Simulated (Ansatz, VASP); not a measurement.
## CoCuAs2 in two plane-wave programs

Wanted: the spread between two codes on one cell, functional and k mesh. The cell is invented: As first built, before any earlier steps moved the atoms: it takes the CoNiAs2 structure with some of its atoms replaced by other elements, volume scaled by an estimate. It may not be a known or stable phase. The cell comes out of earlier VASP steps on this material, which relaxed, scaled or displaced it; both programs get it as it stands.

Calculated with Ansatz 0.2.0; plane waves, with VASP 6.6.1 beside it; zone-centre phonons at PBE, DFT+U.

## 1. The structure

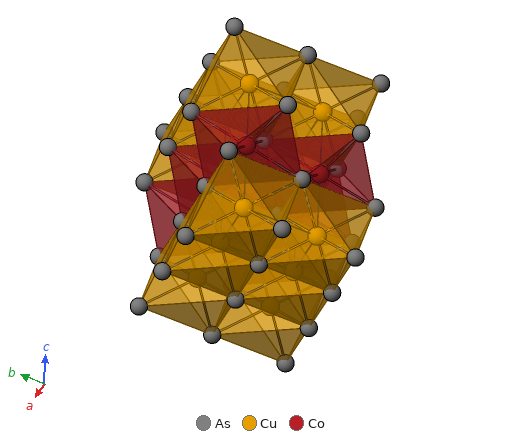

The starting structure, seen from a free direction (arsenic grey, copper orange, cobalt red). 2×1×1 cells are drawn. Some periodic images of atoms are drawn too.

## 2. VASP: zone-centre phonons, PBE, DFT+U

Second derivatives magnify differences that forces hide, and they need a tight electronic threshold.

Lines of VASP's logs that name or quote its potential files are left out, and so is its time.

File INCAR:

```
SYSTEM = CoCuAs2
PREC = Accurate
ENCUT = 400
EDIFF = 1E-08
NELM = 100
ISMEAR = 1
SIGMA = 0.2
LREAL = .FALSE.
ALGO = Normal
GGA = PE
NBANDS = 23
ISPIN = 2
MAGMOM = 0.086 0.086 0.004 -1.281
LDAU = .TRUE.
LDAUTYPE = 2
LDAUL = -1 2 2
LDAUU = 0 5 4.5
LDAUJ = 0 0 0
LDAUPRINT = 1
LASPH = .TRUE.
LMAXMIX = 4
LORBIT = 11
LWAVE = .FALSE.
LCHARG = .FALSE.
KPAR = 2
IBRION = 6
NFREE = 2
POTIM = 0.015
ISIF = 2
NSW = 1
```

File POSCAR:

```
CoCuAs2
1.0
    3.7784642109      0.0000000000      0.0000000000
   -1.8892321054      3.2722461159      0.0000000000
    0.0000000000      0.0000000000      5.0028693376
As Cu Co
2 1 1
Direct
    0.6666666700      0.3333333300      0.2864389183
    0.3333333300      0.6666666700      0.7135610817
    0.0000000000      0.0000000000      0.0000000000
    0.0000000000      0.0000000000      0.5000000000
```

File KPOINTS:

```
Automatic mesh
0
Gamma
12 12 8
0 0 0
```

Potentials, in the order of the species: As, Cu and Co (PBE family, release 64).

Command:

```bash
mpirun -np 2 vasp_std
```

Numbers of over 12 decimals in the logs are rounded to 6 here.

The program printed:

```text
[banner, memory and clock lines left out]
running    2 mpi-ranks, on    1 nodes
 distrk:  each k-point on    1 cores,    2 groups
 distr:  one band on    1 cores,    1 groups

 POSCAR found type information on POSCAR AsCuCo
 POSCAR found :  3 types and       4 ions
 LDA part: xc-table for (Slater+PW92), standard interpolation
 POSCAR, INCAR and KPOINTS ok, starting setup
 FFT: planning ... GRIDC
 FFT: planning ... GRID_SOFT
 FFT: planning ... GRID
 WAVECAR not read
 entering main loop
       N       E                     dE             d eps       ncg     rms          rms(c)
DAV:   1     0.178107360075E+03    0.17811E+03   -0.11179E+04 12204   0.126E+03
DAV:   2    -0.397537514955E+01   -0.18208E+03   -0.17176E+03 12255   0.273E+02
DAV:   3    -0.153894454703E+02   -0.11414E+02   -0.11028E+02 15276   0.863E+01
DAV:   4    -0.156832703465E+02   -0.29382E+00   -0.29326E+00 13285   0.132E+01
DAV:   5    -0.156929854484E+02   -0.97151E-02   -0.97131E-02 17504   0.263E+00    0.106E+01
DAV:   6    -0.165365148423E+02   -0.84353E+00   -0.12526E+01 13775   0.807E+01    0.116E+01
DAV:   7    -0.152242619686E+02    0.13123E+01   -0.82080E+00 14667   0.570E+01    0.597E+00
DAV:   8    -0.150337351439E+02    0.19053E+00   -0.17382E+00 14847   0.375E+01    0.223E+00
DAV:   9    -0.150865110233E+02   -0.52776E-01   -0.38804E-01 20902   0.121E+01    0.151E+00
DAV:  10    -0.151048813315E+02   -0.18370E-01   -0.48496E-02 18696   0.323E+00    0.105E+00
DAV:  11    -0.151263934423E+02   -0.21512E-01   -0.46132E-02 21389   0.327E+00    0.755E-01
DAV:  12    -0.151426629352E+02   -0.16269E-01   -0.74276E-02 21233   0.472E+00    0.507E-01
DAV:  13    -0.151448935955E+02   -0.22307E-02   -0.13714E-02 20230   0.134E+00    0.391E-01
DAV:  14    -0.151450081149E+02   -0.11452E-03   -0.52268E-03 20033   0.165E+00    0.189E-01
[...]
DAV:  22    -0.151449469195E+02    0.14411E-05   -0.24060E-04 21297   0.123E-01    0.478E-03
DAV:  23    -0.151449501551E+02   -0.32356E-05   -0.14485E-05 19240   0.282E-02    0.202E-03
DAV:  24    -0.151449510200E+02   -0.86491E-06   -0.98533E-07 17101   0.110E-02    0.793E-04
DAV:  25    -0.151449511123E+02   -0.92372E-07   -0.58619E-07 15335   0.586E-03    0.277E-04
DAV:  26    -0.151449510482E+02    0.64133E-07   -0.84706E-08 10957   0.328E-03    0.159E-04
DAV:  27    -0.151449510293E+02    0.18857E-07   -0.93584E-08  8692   0.207E-03    0.915E-05
DAV:  28    -0.151449510470E+02   -0.17619E-07   -0.93623E-09  7314   0.725E-04    0.420E-05
DAV:  29    -0.151449510550E+02   -0.80067E-08   -0.10988E-09  6264   0.370E-04
   1 F= -.15144951E+02 E0= -.15145619E+02  d E =0.200395E-02  mag=    -1.0364
[... from here on, the cycles between the ionic steps are left out ...]
   7 F= -.15144718E+02 E0= -.15145387E+02  d E =0.200548E-02  mag=    -1.0364
   8 F= -.15144099E+02 E0= -.15144767E+02  d E =0.200534E-02  mag=    -1.0367
   9 F= -.15144099E+02 E0= -.15144770E+02  d E =0.201133E-02  mag=    -1.0369
  10 F= -.15144029E+02 E0= -.15144696E+02  d E =0.200202E-02  mag=    -1.0362
  11 F= -.15144029E+02 E0= -.15144696E+02  d E =0.200057E-02  mag=    -1.0361
  12 F= -.15144014E+02 E0= -.15144683E+02  d E =0.200721E-02  mag=    -1.0369
 Finite differences progress:
  Degree of freedom:   6/  6
  Displacement:        1/  2
  Total:              11/ 12
 bond charge predicted
       N       E                     dE             d eps       ncg     rms          rms(c)
DAV:   1    -0.151330903143E+02    0.10924E-01   -0.37083E+00 12080   0.102E+01    0.640E-01
DAV:   2    -0.151434255742E+02   -0.10335E-01   -0.62617E-02 17544   0.233E+00    0.370E-01
DAV:   3    -0.151442608237E+02   -0.83525E-03   -0.38624E-03 17707   0.123E+00    0.216E-01
DAV:   4    -0.151440324478E+02    0.22838E-03   -0.15498E-03 16782   0.111E+00    0.126E-01
DAV:   5    -0.151440135389E+02    0.18909E-04   -0.42860E-04 19774   0.614E-01    0.428E-02
DAV:   6    -0.151440153880E+02   -0.18491E-05   -0.11477E-04 18389   0.340E-01    0.122E-02
DAV:   7    -0.151440144086E+02    0.97943E-06   -0.13210E-05 18165   0.851E-02    0.546E-03
DAV:   8    -0.151440142232E+02    0.18542E-06   -0.11573E-06 15797   0.101E-02    0.264E-03
DAV:   9    -0.151440142932E+02   -0.69995E-07   -0.23200E-07 17033   0.521E-03    0.789E-04
DAV:  10    -0.151440143032E+02   -0.10013E-07   -0.18244E-08  9447   0.194E-03    0.488E-04
DAV:  11    -0.151440143212E+02   -0.17995E-07   -0.20522E-08  7441   0.158E-03    0.318E-04
DAV:  12    -0.151440143371E+02   -0.15879E-07   -0.26771E-08  7621   0.134E-03    0.278E-04
DAV:  13    -0.151440143333E+02    0.37367E-08   -0.73132E-09  6801   0.734E-04
  13 F= -.15144014E+02 E0= -.15144684E+02  d E =0.200972E-02  mag=    -1.0370
 Finite differences progress:
  Degree of freedom:   6/  6
  Displacement:        2/  2
  Total:              12/ 12
```

From OUTCAR (step 2):

```text
ion  position               nearest neighbor table
   1  0.667  0.333  0.286-   4 2.43   4 2.43   4 2.43   3 2.61   3 2.61   3 2.61
   2  0.333  0.667  0.714-   4 2.43   4 2.43   4 2.43   3 2.61   3 2.61   3 2.61
   3  0.000  0.000  0.000-   4 2.50   4 2.50   1 2.61   2 2.61   1 2.61   2 2.61   1 2.61   2 2.61

  LATTYP: Found a hexagonal cell.
 ALAT       =     3.7784642109
 C/A-ratio  =     1.3240483589

 Subroutine GETGRP returns: Found 12 space group operations
 (whereof 12 operations were pure point group operations)

The static configuration has the point symmetry D_3d.

 Found    131 irreducible k-points:

   k-points           NKPTS =    131   k-points in BZ     NKDIM =    131   number of bands    NBANDS=     23

   dimension x,y,z NGX =    28 NGY =   28 NGZ =   36
   dimension x,y,z NGXF=    56 NGYF=   56 NGZF=   72

   ENCUT  =  400.0 eV  29.40 Ry    5.42 a.u.   6.16  6.16  8.16*2*pi/ulx,y,z

   NELECT =      30.0000    total number of electrons

 k-points in reciprocal lattice and weights: Automatic mesh
   0.00000000  0.00000000  0.00000000       0.001
   0.08333333 -0.00000000  0.00000000       0.005
   0.16666667  0.00000000  0.00000000       0.005
   0.25000000  0.00000000  0.00000000       0.005
   0.33333333 -0.00000000  0.00000000       0.005
   0.41666667 -0.00000000  0.00000000       0.005
   0.50000000  0.00000000  0.00000000       0.003
   0.08333333  0.08333333  0.00000000       0.005
   0.16666667  0.08333333  0.00000000       0.010
[...]
20      12.8282      0.00000
    ...

 k-point     4 :       0.2500    0.0000    0.0000
  band No.  band energies     occupation
    ...
     11       3.7623      1.00000
     12       3.9188      1.00000
     13       4.4782      1.00000
     14       5.1521      1.00000
     15       5.6649      1.00000
     16       6.9534      0.03228
     17       8.9908     -0.00000
     18       9.7343     -0.00000
     19      11.6287      0.00000
     20      12.9130      0.00000
    ...

 k-point     5 :       0.3333   -0.0000    0.0000
  band No.  band energies     occupation
    ...
     12       3.9142      1.00000
     13       4.1344      1.00000
     14       4.9111      1.00000
     15       5.0200      1.00000
     16       6.1711      1.00003
     17       8.2874     -0.00000
     18       9.9129     -0.00000
     19      11.2521      0.00000
     20      12.8264      0.00000
     21      13.2095      0.00000
    ...

 k-point     6 :       0.4167   -0.0000    0.0000
  band No.  band energies     occupation
    ...
     12       3.9377      1.00000
     13       4.0388      1.00000
     14       4.4734      1.00000
     15       4.5500      1.00000
     16       5.4125      1.00000
     17       7.7176     -0.00000
     18      10.0044     -0.00000
     19      11.0219      0.00000
     20      12.5263      0.00000
     21      13.0904      0.00000
    ...

  Total       -0.0111556     -0.0111556      0.1306769     -0.0000000      0.0000000     -0.0000000
  in kB       -0.2889500     -0.2889500      3.3847681     -0.0000000      0.0000000     -0.0000000
  external PRESSURE =       0.9356227 kB  Pullay stress =       0.0000000 kB

  energy-cutoff  :      400.00
  volume of cell :       61.86
      direct lattice vectors                 reciprocal lattice vectors
     3.778464211  0.000000000  0.000000000     0.264657793  0.152800242  0.000000000
    -1.889232105  3.272246116  0.000000000     0.000000000  0.305600485  0.000000000
     0.000000000  0.000000000  5.002869338     0.000000000  0.000000000  0.199885292

 POSITION                                       TOTAL-FORCE (eV/Angst)
 -----------------------------------------------------------------------------------
      1.88923      1.09075      1.43302        -0.000000     -0.000000     -0.066365
     -0.00000      2.18150      3.56985        -0.000000      0.000000      0.030919
      0.00000      0.00000      0.00000         0.000000     -0.000000     -0.089507
      0.00000      0.00000      2.48643         0.000000     -0.000000      0.124953
 -----------------------------------------------------------------------------------
    total drift:                                0.000000     -0.000000      0.000266

  FREE ENERGIE OF THE ION-ELECTRON SYSTEM (eV)
  ---------------------------------------------------
  free  energy   TOTEN  =       -15.1440143333 eV

  energy  without entropy=      -15.1460240524  energy(sigma->0) =      -15.14468424

 Eigenvectors and eigenvalues of the dynamical matrix
 ----------------------------------------------------

   1 f  =    7.476583 THz    46.976758 2PiTHz  249.391974 cm-1    30.920650 meV
             X         Y         Z           dx          dy          dz
      1.889232  1.090749  1.433016    -0.000000   -0.000000   -0.027509
     -0.000000  2.181497  3.569853    -0.000000   -0.000000   -0.027509
      0.000000  0.000000  0.000000     0.000000    0.000000   -0.661344
      0.000000  0.000000  2.501435     0.000000    0.000000    0.749073

   2 f  =    7.298787 THz    45.859633 2PiTHz  243.461336 cm-1    30.185345 meV
             X         Y         Z           dx          dy          dz
      1.889232  1.090749  1.433016     0.000087    0.424311   -0.000000
     -0.000000  2.181497  3.569853     0.000087    0.424311    0.000000
      0.000000  0.000000  0.000000    -0.000034   -0.167978   -0.000000
      0.000000  0.000000  2.501435    -0.000160   -0.782115    0.000000

   3 f  =    7.298787 THz    45.859631 2PiTHz  243.461327 cm-1    30.185344 meV
             X         Y         Z           dx          dy          dz
      1.889232  1.090749  1.433016     0.424311   -0.000087    0.000000
     -0.000000  2.181497  3.569853     0.424311   -0.000087   -0.000000
      0.000000  0.000000  0.000000    -0.167978    0.000034   -0.000000
      0.000000  0.000000  2.501435    -0.782115    0.000160    0.000000

   4 f  =    3.968813 THz    24.936790 2PiTHz  132.385363 cm-1    16.413686 meV
             X         Y         Z           dx          dy          dz
      1.889232  1.090749  1.433016     0.000000    0.000000   -0.707107
     -0.000000  2.181497  3.569853     0.000000    0.000000    0.707107
      0.000000  0.000000  0.000000     0.000000   -0.000000    0.000000
      0.000000  0.000000  2.501435     0.000000    0.000000   -0.000000

   5 f  =    3.772544 THz    23.703592 2PiTHz  125.838517 cm-1    15.601981 meV
             X         Y         Z           dx          dy          dz
      1.889232  1.090749  1.433016     0.000000    0.000000    0.472735
     -0.000000  2.181497  3.569853     0.000000    0.000000    0.472735
      0.000000  0.000000  0.000000    -0.000000   -0.000000   -0.574370
      0.000000  0.000000  2.501435     0.000000    0.000000   -0.472380

   6 f  =    2.925470 THz    18.381272 2PiTHz   97.583186 cm-1    12.098768 meV
             X         Y         Z           dx          dy          dz
      1.889232  1.090749  1.433016    -0.000043   -0.208748    0.000000
     -0.000000  2.181497  3.569853    -0.000043   -0.208748    0.000000
      0.000000  0.000000  0.000000     0.000177    0.862191   -0.000000
      0.000000  0.000000  2.501435    -0.000084   -0.411675    0.000000

   7 f  =    2.925470 THz    18.381271 2PiTHz   97.583183 cm-1    12.098767 meV
             X         Y         Z           dx          dy          dz
      1.889232  1.090749  1.433016    -0.208748    0.000043    0.000000
     -0.000000  2.181497  3.569853    -0.208748    0.000043   -0.000000
      0.000000  0.000000  0.000000     0.862191   -0.000177   -0.000000
      0.000000  0.000000  2.501435    -0.411675    0.000084   -0.000000

   8 f  =    2.283647 THz    14.348574 2PiTHz   76.174250 cm-1     9.444399 meV
             X         Y         Z           dx          dy          dz
      1.889232  1.090749  1.433016     0.000145    0.707107    0.000000
     -0.000000  2.181497  3.569853    -0.000145   -0.707107   -0.000000
      0.000000  0.000000  0.000000    -0.000000   -0.000000    0.000000
      0.000000  0.000000  2.501435     0.000000    0.000000    0.000000

   9 f  =    2.283646 THz    14.348574 2PiTHz   76.174247 cm-1     9.444399 meV
             X         Y         Z           dx          dy          dz
      1.889232  1.090749  1.433016     0.707107   -0.000145    0.000000
     -0.000000  2.181497  3.569853    -0.707107    0.000145   -0.000000
      0.000000  0.000000  0.000000     0.000000    0.000000   -0.000000
      0.000000  0.000000  2.501435    -0.000000   -0.000000   -0.000000

  10 f/i=    0.004965 THz     0.031197 2PiTHz    0.165617 cm-1     0.020534 meV
             X         Y         Z           dx          dy          dz
      1.889232  1.090749  1.433016    -0.000000    0.000000   -0.525133
     -0.000000  2.181497  3.569853    -0.000000    0.000000   -0.525133
      0.000000  0.000000  0.000000    -0.000000    0.000000   -0.482414
      0.000000  0.000000  2.501435    -0.000000    0.000000   -0.464486

  11 f/i=    0.017570 THz     0.110397 2PiTHz    0.586081 cm-1     0.072665 meV
             X         Y         Z           dx          dy          dz
      1.889232  1.090749  1.433016     0.525723   -0.000192   -0.000000
     -0.000000  2.181497  3.569853     0.525723   -0.000192   -0.000000
      0.000000  0.000000  0.000000     0.477923   -0.000174   -0.000000
      0.000000  0.000000  2.501435     0.467783   -0.000170   -0.000000

  12 f/i=    0.017570 THz     0.110397 2PiTHz    0.586081 cm-1     0.072665 meV
             X         Y         Z           dx          dy          dz
      1.889232  1.090749  1.433016    -0.000192   -0.525723   -0.000000
     -0.000000  2.181497  3.569853    -0.000192   -0.525723   -0.000000
      0.000000  0.000000  0.000000    -0.000174   -0.477923   -0.000000
      0.000000  0.000000  2.501435    -0.000170   -0.467783   -0.000000

 ELASTIC MODULI CONTR FROM IONIC RELAXATION (kBar)
 Direction    XX          YY          ZZ          XY          YZ          ZX
 --------------------------------------------------------------------------------
 XX         -56.7699    -29.4749     -0.5172     -0.0000    -89.3250     -0.0000
 YY         -29.4749    -56.7699     -0.5172     -0.0000     89.3250      0.0000
 ZZ          -0.5172     -0.5172     -0.0062     -0.0000      0.0000      0.0000
 XY          -0.0000     -0.0000     -0.0000    -13.6475      0.0000    -89.3322
 YZ         -89.3250     89.3250      0.0000      0.0000   -584.6455     -0.0000
 ZX          -0.0000      0.0000      0.0000    -89.3322     -0.0000   -584.7399
 --------------------------------------------------------------------------------

 total charge
# of ion       s       p       d       tot
------------------------------------------
    1        1.252   1.412   0.059   2.723
    2        1.252   1.412   0.059   2.723
    3        0.390   0.339   9.348  10.077
    4        0.431   0.508   7.524   8.463
--------------------------------------------------
tot          3.325   3.672  16.989  23.986

 magnetization (x)
# of ion       s       p       d       tot
------------------------------------------
    1       -0.008   0.087   0.001   0.080
    2       -0.008   0.087   0.001   0.080
    3        0.002   0.021  -0.019   0.004
    4       -0.007  -0.014  -1.322  -1.343
--------------------------------------------------
tot         -0.020   0.180  -1.339  -1.178
```

CONTCAR:

```
CoCuAs2
   1.00000000000000
     3.7784642109000002    0.0000000000000000    0.0000000000000000
    -1.8892321054000001    3.2722461158999998    0.0000000000000000
     0.0000000000000000    0.0000000000000000    5.0028693376000000
  As              Cu              Co
     2     1     1
Direct
     0.6666666699999979    0.3333333300000021    0.2864389183000000
     0.3333333300000021    0.6666666699999979    0.7135610817000000
     0.0000000000000000    0.0000000000000000    0.0000000000000000
     0.0000000000000000    0.0000000000000000    0.4970017206151548
```

(Part 1 of 2 ends here.)

[Lines on the potential files, build, host, timing and source positions are cut from VASP's logs without a mark.]

[Logs are printed without paths, hosts, clocks, repeated set-up lines and the standing remarks that a program may print on its own settings, such as how far it seeks lower states.]

[Hosts, paths, dates, database ids (printed as entryN), source tags and the programs' standing remarks are cut or masked in the printed files.]
